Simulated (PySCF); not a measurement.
C5H10O3Si (SMILES C=C[C@H]([SiH3])OC(=O)OC)

```xyz
19

C    -3.0251    0.3994    1.4390
C    -2.0249   -0.3246    0.9691
C    -0.9312    0.2057    0.1151
Si   -1.3818    0.1231   -1.7583
O     0.2353   -0.6204    0.3161
C     1.4014   -0.0473    0.0820
O     1.5729    1.0764   -0.3058
O     2.3752   -0.9247    0.3480
C     3.6975   -0.4414    0.1574
H    -3.8125   -0.0373    2.0275
H    -3.0952    1.4577    1.2492
H    -1.9592   -1.3854    1.1642
H    -0.6790    1.2341    0.3918
H    -1.6328   -1.2833   -2.0709
H    -2.5830    0.9377   -1.9335
H    -0.2587    0.6301   -2.5385
H     4.3548   -1.2621    0.4321
H     3.8543   -0.1554   -0.8846
H     3.8823    0.4271    0.7927
```

Geometry: GFN2-xTB.

These are results of PBE0/pcSseg-1, SCF density, gas phase, non-relativistic in PySCF, not measurements.

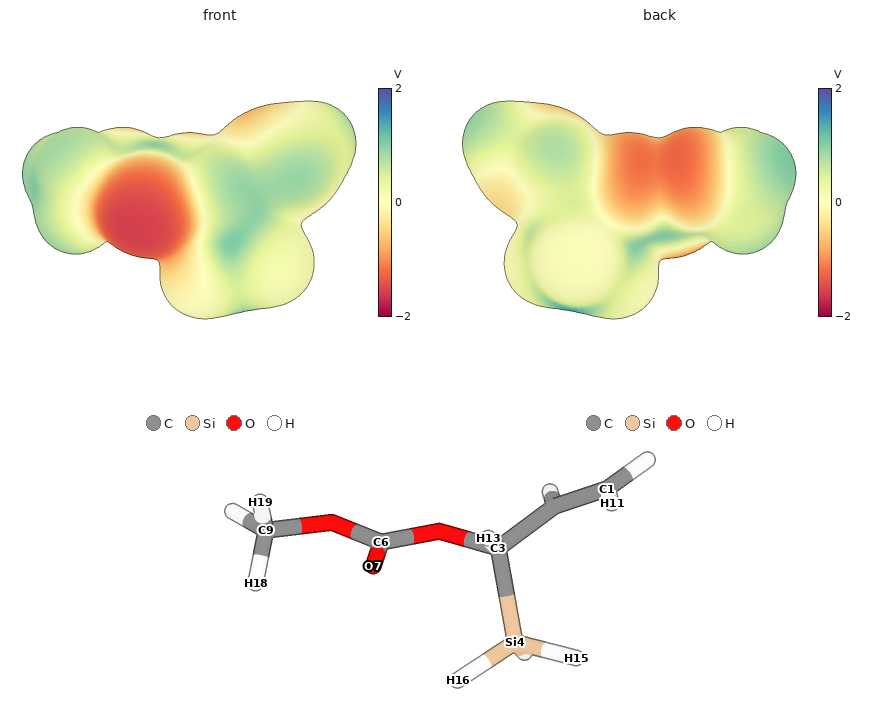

Figure 1. The molecular electrostatic potential painted on the density surface at 0.002 e/bohr³, seen from the front and from behind; red is negative and blue positive. The bare structure is drawn below in the same view.

**Which sites attract a positive test charge, and which a negative one?**

A positive charge is drawn to the negative regions and a negative charge to the positive ones. The most negative region (about −1.6 V) lies over O7, the most positive (about +1.2 V) over Si4. O7 is the likeliest acceptor of a hydrogen bond.

**What dipole moment does the calculation give?**

Its dipole moment is 0.28 D.

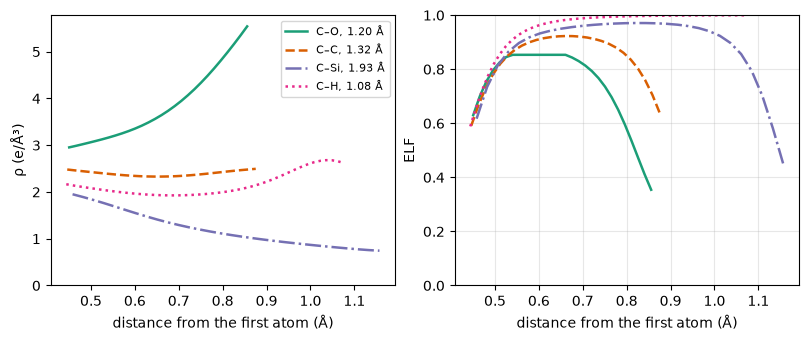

Figure 2. Total electron density and ELF along straight lines between neighbouring atoms. The curves leave out the atomic cores.

**Compare the contacts.**

C–O (1.20 Å): ρ at the midpoint is about 3.4 e/Å³; the ELF peaks at about 0.85 between the atoms; a multiple bond.
C–C (1.32 Å): ρ at the midpoint is about 2.3 e/Å³; the ELF peaks at about 0.90 between the atoms; a multiple bond.
C–Si (1.93 Å): the density is about 0.9 e/Å³ at the midpoint; the ELF peaks at about 1 between the atoms (localised, covalent bonding).
C–H (1.08 Å): ρ is about 2 e/Å³ halfway; the ELF climbs to about 1 towards the hydrogen, as it does in any bond to H (an ordinary covalent bond to hydrogen).
